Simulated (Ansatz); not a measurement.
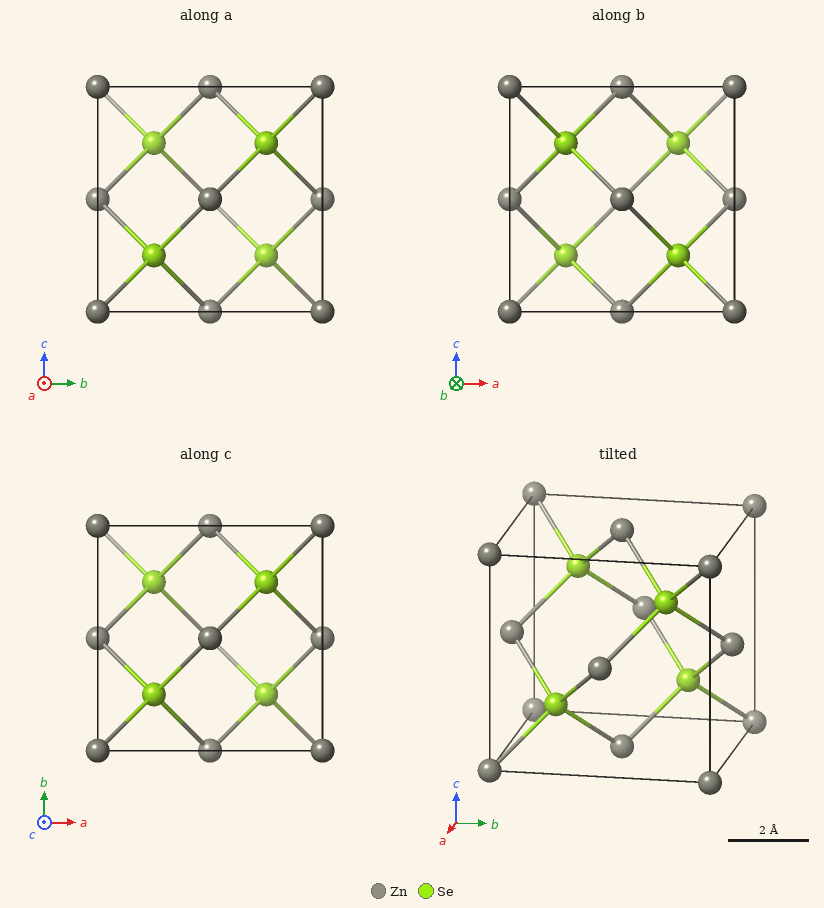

The image is a ball-and-stick drawing of a crystal, viewed along the a axis, along the b axis, along the c axis and slightly off an axis. The conventional unit cell is drawn as a box.

Lattice parameters: a = 5.6648 Å, b = 5.6648 Å, c = 5.6648 Å, α = 90.000°, β = 90.000°, γ = 90.000°.

Q: Set out the cell and atoms as a CIF with its space group and independent sites.

A:
```cif
data_structure
_symmetry_space_group_name_H-M 'F -4 3 m'
_symmetry_Int_Tables_number 216
_cell_length_a 5.6648
_cell_length_b 5.6648
_cell_length_c 5.6648
_cell_angle_alpha 90.000
_cell_angle_beta 90.000
_cell_angle_gamma 90.000
_cell_volume 181.79
loop_
_atom_site_label
_atom_site_type_symbol
_atom_site_symmetry_multiplicity
_atom_site_Wyckoff_symbol
_atom_site_fract_x
_atom_site_fract_y
_atom_site_fract_z
_atom_site_occupancy
Zn1 Zn 4 a 0.0000 0.0000 0.0000 1
Se1 Se 4 d 0.2500 0.2500 0.7500 1
```

The initial geometry was a structure type filled with these elements by a generator (whether the compound takes this form wasn't checked). Earlier steps of the study may have refined or changed the cell and positions. Ansatz was used for an electronic-structure calculation on it.
